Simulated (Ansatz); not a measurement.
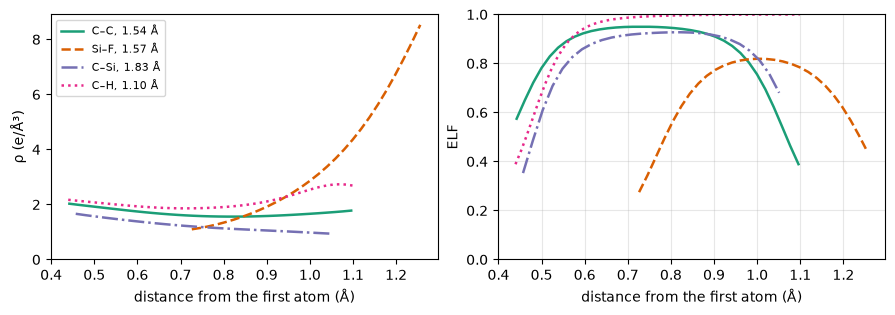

C2H5F2Si (SMILES CC[Si+](F)F) (charge +1). Total electron density and electron localisation function along straight lines between neighbouring atoms. The curves leave out the atomic cores.

Geometry: B3LYP-D3(BJ)/def2-SVP.

These are results of Ansatz 0.2.0, isolated molecule in a Gaussian basis; Kohn-Sham density functional theory, functional PBE0, not measurements.

```xyz
10

C    -1.2379   -0.8086    1.8836
C    -0.1252   -1.8131    2.2275
F    -0.6742   -1.2313   -1.0281
F    -2.5916    0.4579   -0.4736
Si   -1.5065   -0.5220    0.0985
H    -1.0620    0.2034    2.3019
H    -2.2345   -1.1065    2.2684
H    -0.3357   -2.8147    1.8277
H     0.8567   -1.4824    1.8614
H    -0.0689   -1.8911    3.3229
```

### What can be read from the curves?

C–C (1.54 Å): ρ at the midpoint is about 1.6 e/Å³; the ELF peaks at about 0.95 between the atoms: a covalent bond.
Si–F (1.57 Å): ρ at the midpoint is about 1.3 e/Å³; the ELF peaks at about 0.80 in the valence shell of F, 0.6 Å from its nucleus, and is about 0.50 at the midpoint.
C–Si (1.83 Å): the density is about 1 e/Å³ at the midpoint; the ELF peaks at about 0.95 between the atoms, as expected for localised, covalent bonding.
C–H (1.10 Å): ρ at the midpoint is about 2 e/Å³; the ELF climbs to about 1 towards the hydrogen, as it does in any bond to H (a covalent bond by its length).
